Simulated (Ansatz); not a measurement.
# BH₇N₂OSi (SMILES N[SiH2]B(N)O): what the fields show

Input

```
crystal:
  periodic: [false, false, false]
  atoms:
    - {symbol: N, position_ang: [-1.926884, 0.068208, -0.175817]}
    - {symbol: Si, position_ang: [-0.610667, 0.023682, 0.955873]}
    - {symbol: B, position_ang: [1.114564, -0.023670, -0.112566]}
    - {symbol: N, position_ang: [1.037759, -0.481430, -1.432202]}
    - {symbol: O, position_ang: [2.345431, 0.365000, 0.361852]}
    - {symbol: H, position_ang: [-2.858280, -0.128107, 0.157482]}
    - {symbol: H, position_ang: [-1.954691, 0.831335, -0.835315]}
    - {symbol: H, position_ang: [-0.587586, 1.151745, 1.949564]}
    - {symbol: H, position_ang: [-0.814856, -1.206309, 1.775537]}
    - {symbol: H, position_ang: [1.839786, -0.551502, -2.037852]}
    - {symbol: H, position_ang: [0.174478, -0.807638, -1.829474]}
    - {symbol: H, position_ang: [2.317847, 0.703586, 1.256920]}
basis:
  gaussian: {orbitals: def2-TZVPP}
hamiltonian: {xc: pbe0, dispersion: d4}
output: {orbitals: {seedname: orbitals}}
```

Command:

```sh
ansatz run in.yaml --threads 4 --pin off --events-out ev --progress --plain --max-ram 10444MiB
```

Geometry: PBE0-D4/def2-TZVP.

Method: Ansatz, RKS PBE0-D4/def2-TZVPP.

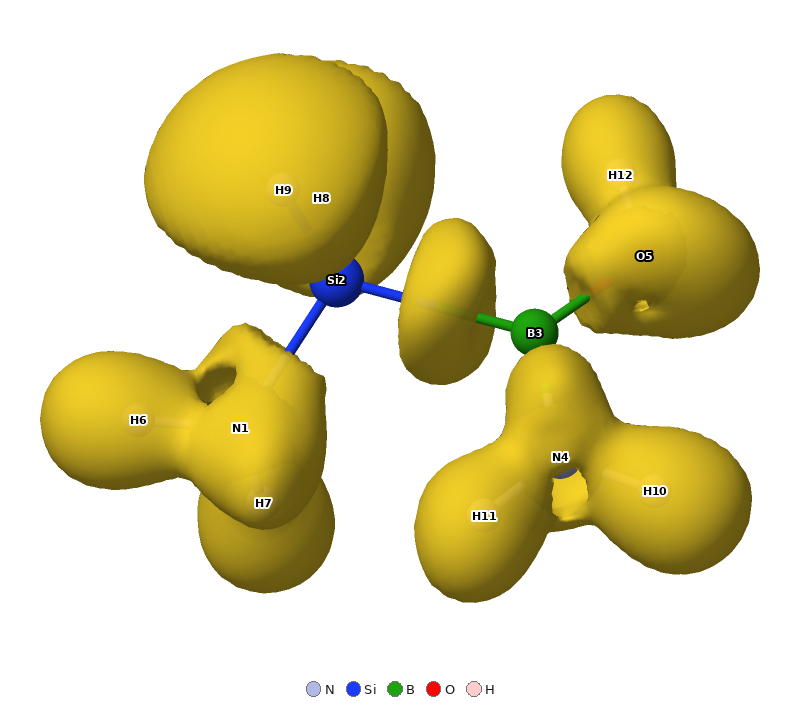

Figure 1. Isosurface of the electron localisation function at 0.75 (yellow), seen at a tilt. Core shells and regions of very low density are left out.

Q: What do the ELF domains correspond to?

A: The surface consists of one region between bonded B–Si atoms (shared pairs), two regions around hydrogen nuclei, two joined regions spread over several atoms (H, N), in which their bonds and any lone pairs are merged and one joined region spread over several atoms (H, O), in which their bonds and any lone pairs are merged.


B–O (1.38 Å): the ELF peaks at about 0.90 between the atoms (a short, strongly polar bond). B–N (1.40 Å): the ELF peaks at about 0.95 between the atoms (a polar covalent bond).

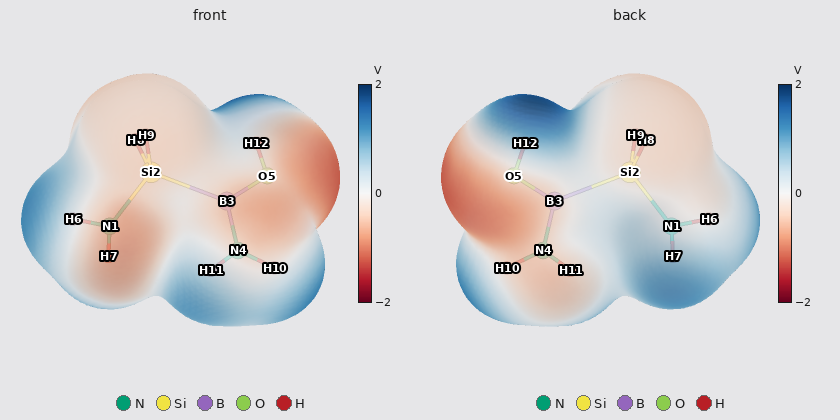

Figure 2. The electrostatic potential painted on the density surface at 0.001 e/bohr³, seen from the front and from behind; red is negative and blue positive.

Q: Describe the electrostatic potential map.

A: The most negative region (about −1.2 V) lies over O5, the most positive (about +1.8 V) over H12. O5 is the likeliest acceptor of a hydrogen bond.

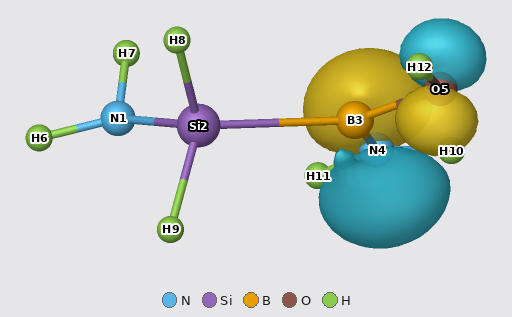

Figure 3. The HOMO−1 at ±0.2 Å⁻³ᐟ² (yellow and cyan are the two phases), seen from one side.

Q: What is the character of this orbital?

A: It lies mainly on N4 (about 55 %), O5 (about 15 %) and B3 (about 10 %). Its energy is −7.81 eV.
